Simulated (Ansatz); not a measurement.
# H₃S+ (triplet): one geometry, many settings at distance S1–H3 = 3.289 Å

Aim: run H₃S+ (triplet) at one geometry under a spread of methods and options, and see what each costs and gives.

Program: Ansatz 0.2.0, Gaussian basis. Level of theory: the settings change from run to run. These are calculated values, not measurements.

14 further runs of the same task are left out: 7 that didn't finish, 7 set aside as unsound or not needed.

## Step 1: What is computed

The geometry derives from a PBE0/def2-TZVP stationary point (not a proven minimum). One bond is set to the value named and the two fragments are kept rigid.

4 atoms, charge 1, spin multiplicity 3.

Atoms are counted from 1 here; the program's logs count them from 0.

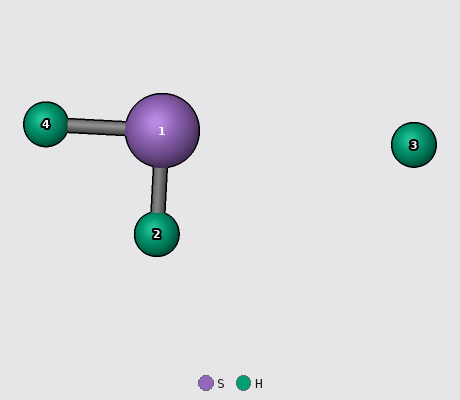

The geometry (sulfur purple, hydrogen teal); atoms are numbered from 1 in the order of the file.

## Step 2: MP2 on ROHF/6-31G

Contents of in.yaml:

```yaml
crystal:
  periodic: [false, false, false]
  atoms:
    - {symbol: S, position_ang: [0.000000, -0.039168, -0.050811]}
    - {symbol: H, position_ang: [0.000000, 1.318312, -0.050811]}
    - {symbol: H, position_ang: [0.000000, -0.035033, 3.238186]}
    - {symbol: H, position_ang: [0.000000, -0.037257, -1.570938]}
basis:
  gaussian: {orbitals: 6-31G}
total_charge: 1
magnetization: {spin_polarized: false, initial_magnetization: 2}
correlation: {method: mp2, electrons: outside_noble_gas}
output: {forces: true}
```

The run is started by

```console
> ansatz run in.yaml --threads 1 --pin off --events-out ev --progress --plain --max-ram 2393MiB
```

Log:

```text
Functional definition: HF
  name "HF"
  cite "Fock, Z. Phys. 61, 126 (1930) doi:10.1007/BF01340294"
  parent pbe
  exchange = exact_x
  correlation = 0
237 factors; integrals over basis functions are off by at most 3.3e-4 eV
mean field evaluation 1: about -10850.1924 eV, gradient 1.1e1 eV
mean field evaluation 2: about -10850.1940 eV, gradient 1.1e1 eV
mean field evaluation 4: about -10850.8987 eV, gradient 1.1e0 eV
mean field evaluation 8: about -10850.9236 eV, gradient 5.9e-5 eV
mean field -10850.92357547 eV, -398.7640863785 hartree, gradient 1.2e-6 eV, S^2 2.000000; 0 other end points of the search recorded, 0 dependent functions left out
mean field evaluation 16: about -10850.9614 eV, gradient 7.0e-1 eV
5 core orbitals not correlated: weight in the atoms' cores, before any rotation towards them, 1.000 or more for the frozen orbitals, at most 0.000 for the correlated occupied ones
reference -10850.92357547 eV, -398.7640863785 hartree; 5, 3 occupied and 9, 11 virtual orbitals, 237 factors
second order -1.36029135 eV of doubles, -0.02104104 eV of singles
the calculation of the forces begins
Total energy: -10852.30490786 eV, -398.8148494074 hartree
Atom 0 at     0.000000    -0.039168    -0.050811 Å, force     0.000000    -0.382761    -2.434405 eV/Å
Atom 1 at     0.000000     1.318312    -0.050811 Å, force    -0.000000     0.735688     0.401773 eV/Å
Atom 2 at     0.000000    -0.035033     3.238186 Å, force     0.000000     0.002669     0.019313 eV/Å
Atom 3 at     0.000000    -0.037257    -1.570938 Å, force     0.000000    -0.355595     2.013319 eV/Å
Dipole moment:     0.000000     0.320543    -0.494290 e Å
```

It took 0.18 s on 1 thread of Arm Neoverse V1, shared host.

## Step 3: BCCD(T) on UHF/6-31G

in.yaml, as its differences from that of step 2:

```diff
@@ -10,4 +10,4 @@
 total_charge: 1
-magnetization: {spin_polarized: false, initial_magnetization: 2}
-correlation: {method: mp2, electrons: outside_noble_gas}
+magnetization: {spin_polarized: true, initial_magnetization: 2}
+correlation: {method: bccd_t, electrons: all, diis_vectors: 12}
 output: {forces: true}
```

The command is unchanged.

Log, cut to the lines that bear on the results:

```text
Functional definition: HF
  name "HF"
  cite "Fock, Z. Phys. 61, 126 (1930) doi:10.1007/BF01340294"
  parent pbe
[...]
237 factors; integrals over basis functions are off by at most 3.3e-4 eV
[...]
mean field -10850.97349448 eV, -398.7659208680 hartree, gradient 1.9e-6 eV, S^2 2.013793; 1 other end points of the search recorded, 0 dependent functions left out
determinant -10850.97349448 eV, -398.7659208680 hartree, with singles and doubles -10852.86847310 eV, -398.8355600478 hartree
determinant -10848.17587446 eV, -398.6631102287 hartree, with singles and doubles -10849.94732337 eV, -398.7282097755 hartree
reference -10850.97349448 eV, -398.7659208680 hartree; 10, 8 occupied and 9, 11 virtual orbitals, 237 factors
second order -1.42271189 eV of doubles, -0.00000000 eV of singles
cycle   1  -1.89646218 eV  change   -1.5e-3 eV  update   4.6e-3
[...]
cycle   9  -1.89405371 eV  change    7.6e-7 eV  update   1.3e-6
perturbative correction -0.01625032 eV, -0.0005971881 hartree
[...]
Total energy: -10852.88379850 eV, -398.8361232459 hartree
Atom 0 at     0.000000    -0.039168    -0.050811 Å, force     0.000000    -0.654019    -2.056399 eV/Å
Atom 1 at     0.000000     1.318312    -0.050811 Å, force    -0.000000     0.975286     0.367256 eV/Å
Atom 2 at     0.000000    -0.035033     3.238186 Å, force    -0.000000     0.002796     0.018629 eV/Å
Atom 3 at     0.000000    -0.037257    -1.570938 Å, force     0.000000    -0.324063     1.670514 eV/Å
Dipole moment:     0.000000     0.310792    -0.470689 e Å
```

Wall time 1.1 s (1 thread of Arm Neoverse V1, shared host).

From the report: ⟨S²⟩ of the determinant 2.014 (pure triplet: 2.00); correlation -1.9103 eV; largest double amplitude 0.08.

## Step 4: NEVPT2(4,4)/cc-pVDZ

in.yaml, as its differences from that of step 3:

```diff
@@ -8,6 +8,6 @@
 basis:
-  gaussian: {orbitals: 6-31G}
+  gaussian: {orbitals: cc-pVDZ}
 total_charge: 1
-magnetization: {spin_polarized: true, initial_magnetization: 2}
-correlation: {method: bccd_t, electrons: all, diis_vectors: 12}
+magnetization: {spin_polarized: false, initial_magnetization: 2}
+correlation: {method: sc_nevpt2, electrons: outside_noble_gas, active_space: {window: {electrons: 4, orbitals: 4}}}
 output: {forces: true}
```

The command is unchanged.

Log, cut to the lines that bear on the results:

```text
Functional definition: HF
  name "HF"
  cite "Fock, Z. Phys. 61, 126 (1930) doi:10.1007/BF01340294"
  parent pbe
[...]
327 factors; integrals over basis functions are off by at most 1.4e-3 eV
[...]
mean field -10852.96822131 eV, -398.8392257269 hartree, gradient 4.1e-6 eV, S^2 2.000000; 0 other end points of the search recorded, 0 dependent functions left out
reference -10852.96822131 eV, -398.8392257269 hartree; 10, 8 occupied and 23, 25 virtual orbitals, 327 factors
state -10853.55052334 eV, -398.8606249319 hartree
state -10853.55052334 eV, -398.8606249319 hartree; corrected -10856.43248673 eV, -398.9665351331 hartree
[...]
Total energy: -10856.43248673 eV, -398.9665351331 hartree
Atom 0 at     0.000000    -0.039168    -0.050811 Å, force     0.000000    -0.085637    -2.416739 eV/Å
Atom 1 at     0.000000     1.318312    -0.050811 Å, force     0.000000     0.220978     0.157459 eV/Å
Atom 2 at     0.000000    -0.035033     3.238186 Å, force    -0.000000     0.002569     0.011299 eV/Å
Atom 3 at     0.000000    -0.037257    -1.570938 Å, force    -0.000000    -0.137910     2.247981 eV/Å
Dipole moment:     0.000000     0.245642    -0.428037 e Å
```

It took 0.42 s on 1 thread of Arm Neoverse V1, shared host.

From the report: 18 determinants; active occupations 1.96, 1.00, 1.00, 0.04.

## Step 5: CCSD on ROHF/6-31G

in.yaml, as its differences from that of step 4:

```diff
@@ -8,6 +8,5 @@
 basis:
-  gaussian: {orbitals: cc-pVDZ}
+  gaussian: {orbitals: 6-31G}
 total_charge: 1
 magnetization: {spin_polarized: false, initial_magnetization: 2}
-correlation: {method: sc_nevpt2, electrons: outside_noble_gas, active_space: {window: {electrons: 4, orbitals: 4}}}
-output: {forces: true}
+correlation: {method: ccsd, electrons: all, diis_vectors: 1}
```

Launched as before.

Log, cut to the lines that bear on the results:

```text
Functional definition: HF
  name "HF"
  cite "Fock, Z. Phys. 61, 126 (1930) doi:10.1007/BF01340294"
  parent pbe
[...]
237 factors; integrals over basis functions are off by at most 3.3e-4 eV
[...]
mean field -10850.92357547 eV, -398.7640863785 hartree, gradient 1.2e-6 eV, S^2 2.000000; 1 other end points of the search recorded, 0 dependent functions left out
determinant -10850.92357547 eV, -398.7640863785 hartree, with singles and doubles -10852.86880574 eV, -398.8355722721 hartree
determinant -10848.11023216 eV, -398.6606979187 hartree, with singles and doubles -10849.94690288 eV, -398.7281943226 hartree
reference -10850.92357547 eV, -398.7640863785 hartree; 10, 8 occupied and 9, 11 virtual orbitals, 237 factors
second order -1.44296332 eV of doubles, -0.02123296 eV of singles
cycle   1  -1.94526798 eV  change   -3.8e-5 eV  update   4.5e-4
[...]
cycle   6  -1.94550646 eV  change   -1.3e-5 eV  update   9.2e-6
Total energy: -10852.86908194 eV, -398.8355824223 hartree
```

Wall time 0.39 s (1 thread of Arm Neoverse V1, shared host).

From the report: correlation -1.9455 eV; T1 0.010; largest double amplitude 0.07.

## Step 6: CCSD/6-31G

in.yaml, as its differences from that of step 5:

```diff
@@ -11,2 +11,4 @@
 magnetization: {spin_polarized: false, initial_magnetization: 2}
+hamiltonian: {xc: {name: PBE}}
 correlation: {method: ccsd, electrons: all, diis_vectors: 1}
+scf: {lower_state_search: off}
```

The command is unchanged.

Log, cut to the lines that bear on the results:

```text
Functional definition: PBE
  name "PBE"
  cite "Perdew, Burke & Ernzerhof, Phys. Rev. Lett. 77, 3865 (1996) doi:10.1103/PhysRevLett.77.3865"
  parent pbe
[...]
237 factors; integrals over basis functions are off by at most 3.3e-4 eV
[...]
mean field -10864.66452492 eV, -399.2690569565 hartree, gradient 2.0e-6 eV, S^2 2.000000; 0 other end points of the search recorded, 0 dependent functions left out
reference -10850.67296868 eV, -398.7548767487 hartree; 10, 8 occupied and 9, 11 virtual orbitals, 237 factors
second order -1.50159029 eV of doubles, -0.22722984 eV of singles
cycle   1  -2.01854536 eV  change   -2.9e-1 eV  update   5.2e-2
[...]
cycle  13  -2.19797182 eV  change    9.5e-6 eV  update   1.3e-5
Total energy: -10852.87094050 eV, -398.8356507231 hartree
Checks for a lower state left out: stability, starts, cluster_reference, orbital_swaps, neighbouring_geometries, increment
```

Wall time 0.57 s (1 thread of Arm Neoverse V1, shared host).

From the report: correlation -2.1980 eV; T1 0.021; largest double amplitude 0.07. The orbitals are Kohn-Sham ones, so correlation energy and T1 don't compare with those on Hartree-Fock orbitals.

## Step 7: CASSCF(6,7)/6-31G

in.yaml, as its differences from that of step 6:

```diff
@@ -11,4 +11,2 @@
 magnetization: {spin_polarized: false, initial_magnetization: 2}
-hamiltonian: {xc: {name: PBE}}
-correlation: {method: ccsd, electrons: all, diis_vectors: 1}
-scf: {lower_state_search: off}
+correlation: {active_space: {window: {electrons: 6, orbitals: 7}}}
```

Launched as before.

Log:

```text
Functional definition: HF
  name "HF"
  cite "Fock, Z. Phys. 61, 126 (1930) doi:10.1007/BF01340294"
  parent pbe
  exchange = exact_x
  correlation = 0
237 factors; integrals over basis functions are off by at most 3.3e-4 eV
mean field evaluation 1: about -10850.1924 eV, gradient 1.1e1 eV
mean field evaluation 2: about -10850.1940 eV, gradient 1.1e1 eV
mean field evaluation 4: about -10850.8987 eV, gradient 1.1e0 eV
mean field evaluation 8: about -10850.9236 eV, gradient 5.9e-5 eV
mean field -10850.92357547 eV, -398.7640863785 hartree, gradient 1.2e-6 eV, S^2 2.000000; 0 other end points of the search recorded, 0 dependent functions left out
reference -10850.92357547 eV, -398.7640863785 hartree; 10, 8 occupied and 9, 11 virtual orbitals, 237 factors
state -10852.23791693 eV, -398.8123875362 hartree
Total energy: -10852.23791693 eV, -398.8123875362 hartree
```

It took 1.3 s on 1 thread of Arm Neoverse V1, shared host.

From the report: 1,225 determinants; active occupations 1.97, 1.95, 1.00, 1.00, 0.05, 0.03, 0.00.

## Step 8: CCSD/6-31G

in.yaml, as its differences from that of step 7:

```diff
@@ -10,3 +10,4 @@
 total_charge: 1
-magnetization: {spin_polarized: false, initial_magnetization: 2}
-correlation: {active_space: {window: {electrons: 6, orbitals: 7}}}
+magnetization: {spin_polarized: true, initial_magnetization: 2}
+hamiltonian: {xc: {name: r2SCAN}}
+correlation: {method: ccsd, electrons: outside_noble_gas}
```

Launched as before.

Log, cut to the lines that bear on the results:

```text
Functional definition: r2SCAN
  name "r2SCAN"
  cite "Furness, Kaplan, Ning, Perdew & Sun, J. Phys. Chem. Lett. 11, 8208 (2020) doi:10.1021/acs.jpclett.0c02405"
  cite "Furness, Kaplan, Ning, Perdew & Sun, J. Phys. Chem. Lett. 11, 9248 (2020) doi:10.1021/acs.jpclett.0c03077"
  parent r2scan
[...]
237 factors; integrals over basis functions are off by at most 3.3e-4 eV
[...]
mean field -10868.58675857 eV, -399.4131963848 hartree, gradient 2.9e-6 eV, S^2 2.003284; 0 other end points of the search recorded, 0 dependent functions left out
5 core orbitals not correlated: weight in the atoms' cores, before any rotation towards them, 1.000 or more for the frozen orbitals, at most 0.000 for the correlated occupied ones
reference -10850.81479502 eV, -398.7600887707 hartree; 5, 3 occupied and 9, 11 virtual orbitals, 237 factors
second order -1.39210296 eV of doubles, -0.09712333 eV of singles
cycle   1  -1.78387285 eV  change   -3.0e-1 eV  update   4.8e-2
[...]
cycle  10  -1.95089508 eV  change   -2.6e-6 eV  update   5.9e-6
Total energy: -10852.76569011 eV, -398.8317828427 hartree
```

Wall time 1.3 s (1 thread of Arm Neoverse V1, shared host).

From the report: ⟨S²⟩ of the determinant 2.003 (pure triplet: 2.00); correlation -1.9509 eV; T1 0.021; largest double amplitude 0.07. The orbitals are Kohn-Sham ones, so correlation energy and T1 don't compare with those on Hartree-Fock orbitals.

## Step 9: BCCD on UHF/def2-TZVP

in.yaml, as its differences from that of step 8:

```diff
@@ -8,6 +8,6 @@
 basis:
-  gaussian: {orbitals: 6-31G}
+  gaussian: {orbitals: def2-TZVP, point_charges: [{charge: -1.00, position_ang: [3.351, 0.033, -0.068]}]}
 total_charge: 1
 magnetization: {spin_polarized: true, initial_magnetization: 2}
-hamiltonian: {xc: {name: r2SCAN}}
-correlation: {method: ccsd, electrons: outside_noble_gas}
+correlation: {method: bccd, electrons: valence}
+output: {forces: true}
```

Same command.

Log, cut to the lines that bear on the results:

```text
Functional definition: HF
  name "HF"
  cite "Fock, Z. Phys. 61, 126 (1930) doi:10.1007/BF01340294"
  parent pbe
[...]
370 factors; integrals over basis functions are off by at most 1.3e-3 eV
[...]
mean field -10857.67845868 eV, -399.0123237576 hartree, gradient 5.7e-6 eV, S^2 2.017794; 1 other end points of the search recorded, 0 dependent functions left out
determinant -10857.67845868 eV, -399.0123237576 hartree, with singles and doubles -10862.43262413 eV, -399.1870361154 hartree
determinant -10854.26478645 eV, -398.8868736172 hartree, with singles and doubles -10859.12009189 eV, -399.0653028011 hartree
5 core orbitals not correlated: weight in the atoms' cores, before any rotation towards them, 1.000 or more for the frozen orbitals, at most 0.000 for the correlated occupied ones
reference -10857.67845868 eV, -399.0123237576 hartree; 5, 3 occupied and 45, 47 virtual orbitals, 370 factors
second order -3.91959882 eV of doubles, -0.00000000 eV of singles
cycle   1  -4.70397249 eV  change   -2.3e-1 eV  update   1.4e-2
[...]
cycle  12  -4.71160580 eV  change   -3.6e-7 eV  update   8.9e-7
[...]
Total energy: -10862.39006448 eV, -399.1854720771 hartree
Atom 0 at     0.000000    -0.039168    -0.050811 Å, force     0.906682     0.173208    -2.864281 eV/Å
Atom 1 at     0.000000     1.318312    -0.050811 Å, force     0.196613    -0.083312     0.166294 eV/Å
Atom 2 at     0.000000    -0.035033     3.238186 Å, force     0.001850     0.002258     0.013481 eV/Å
Atom 3 at     0.000000    -0.037257    -1.570938 Å, force     0.179555    -0.144238     2.757553 eV/Å
Dipole moment:     0.138125     0.206550    -0.395330 e Å
```

It took 4.1 s on 1 thread of Arm Neoverse V1, shared host.

From the report: ⟨S²⟩ of the determinant 2.018 (pure triplet: 2.00); correlation -4.7116 eV; largest double amplitude 0.06.

## Step 10: The runs in one table

Where basis and cores are those of an earlier FCI/6-31G run (-10852.8112 eV), and the state is the same kind, the miss against it is given.

```
                                        level         correlated  functions  energy (eV)  from FCI (meV)    time
                            MP2 on ROHF/6-31G  outside noble gas         19  -10852.3049           506.3  0.18 s
                         BCCD(T) on UHF/6-31G                all         19  -10852.8838                   1.1 s
                          NEVPT2(4,4)/cc-pVDZ  outside noble gas         33  -10856.4325                  0.42 s
                           CCSD on ROHF/6-31G                all         19  -10852.8691                  0.39 s
                 CCSD/6-31G (on PBE orbitals)                all         19  -10852.8709                  0.57 s
                            CASSCF(6,7)/6-31G                            19  -10852.2379           573.3   1.3 s
              CCSD/6-31G (on r2SCAN orbitals)  outside noble gas         19  -10852.7657            45.5   1.3 s
BCCD on UHF/def2-TZVP (beside a point charge)            valence         55  -10862.3901                   4.1 s
```

## Step 11: Outcome

| quantity | value |
| --- | --- |
| runs | 8 |
| quickest | MP2 on ROHF/6-31G, 0.18 s |
| slowest | BCCD on UHF/def2-TZVP (beside a point charge), 4.1 s |

In words: Total energies in different bases, with other cores or another treatment of relativity can't be set against each other. BCCD on UHF/def2-TZVP (beside a point charge) took 23 times as long as MP2 on ROHF/6-31G; the jobs differ in more than the method. Among the correlated runs with a miss given, it spans +46 to +506 meV. Hartree-Fock, CASSCF and CASCI lack dynamic correlation by design. Cores frozen from Kohn-Sham orbitals shift the total energy.
